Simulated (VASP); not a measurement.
Band structure of MgB₂ (AlB2 type). Level of theory: optB86b-vdW, VASP's PBE PAW potentials (set 64) (plane waves; VASP).

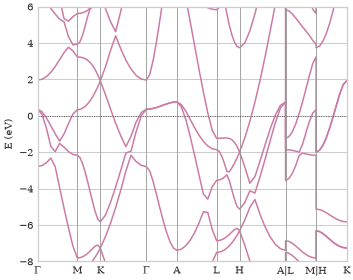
Figure: Bands along high-symmetry lines, zero at the valence-band maximum or, without a gap, the Fermi level

Read the plot: is there a gap, and where are the band edges?

It has no gap at this level: it comes out as a metal or semimetal. (Edges off the drawn lines would not show.)

The compound is MgB2 in the AlB2 type structure. It was relaxed first.
